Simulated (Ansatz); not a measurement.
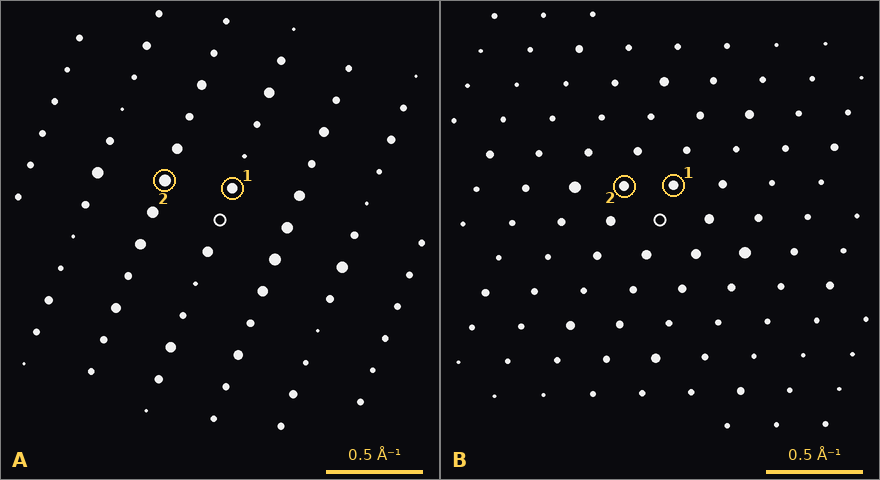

Kinematic electron diffraction patterns (300 kV, B = 0.5 Å², same scale) along [001] of the run's own cell, for the start and the end of one relaxation of NaPd with DFT PBE, scalar-relativistic, plane waves, PAW in Ansatz 0.2.0. k mesh 12×12×10. The start is a generated model structure, and the relaxation ends in the nearest stationary point of its symmetry, not necessarily the ground state. Spot 1 is -1 1 0 and spot 2 is -1 0 0 in both.

Start structure:

```
Na Pd
1.0
     2.08495   -5.09443    0.00000
     2.08495    5.09443    0.00000
     0.00000    0.00000    4.38990
Na Pd
2 2
Cartesian
  2.0850 -3.6873 3.2924
  2.0850 3.6873 1.0975
  2.0850 -0.6888 3.2924
  2.0850 0.6888 1.0975
```

Which pattern belongs to the start structure, and which to the relaxed one?

Answer. B is the start: its cell gives d(1) = 5.094 Å, d(2) = 3.859 Å and an angle of 67.7°. A is the relaxed structure, with d(1) = 5.573 Å (+9.4 %), d(2) = 2.806 Å (-27.3 %) and 75.4°.

Name reflections whose intensity changes strongly on relaxation.

Answer. 2 -2 0 goes from 14 to 1.1 % of the strongest spot; 4 -4 0 goes from 12 to 67 % of the strongest spot; 5 -5 0 goes from 5 to 26 % of the strongest spot.

Summarise the relaxation behind the change.

Answer. The volume changed by -16.6 % to 19.44 Å³ an atom; with the mean shift removed, the atoms moved by up to 0.33 Å relative to the cell (Na most); the space group stayed Cmcm (No. 63); the free energy fell by 110 meV an atom. Relaxed cell: a = 5.758 Å, b = 5.758 Å, c = 4.811 Å, α = 90.00°, β = 90.00°, γ = 150.83°.
